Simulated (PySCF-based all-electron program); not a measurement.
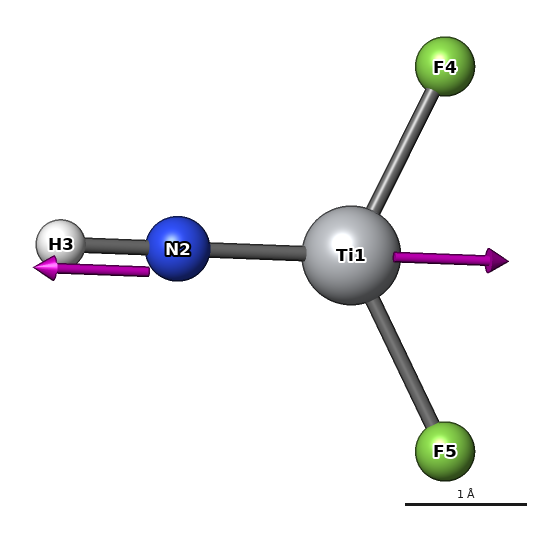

Arrows show the forces on the atoms, 0.1 Å of arrow for 1 eV/Å; forces under a tenth of the largest aren't drawn. The species is neutral and a spin singlet. Level of theory: r2SCAN, all-electron, scalar-relativistic (Koelling-Harmon), large uncontracted Gaussian sets (PySCF-based all-electron program).

Along which bond is the force strongest?

Ti1–N2, now 1.515 Å: the forces push its atoms apart, so a first step downhill lengthens it.

List the force components in the frame of the picture (x right, y up, z towards the viewer), in eV/Å.

```csv
atom,Fx,Fy,Fz
Ti1,9.58,−0.36,−3.01
N2,−9.64,0.37,3.02
H3,0.17,−0.01,−0.05
F4,−0.06,0.27,−0.02
F5,−0.06,−0.27,0.05
```
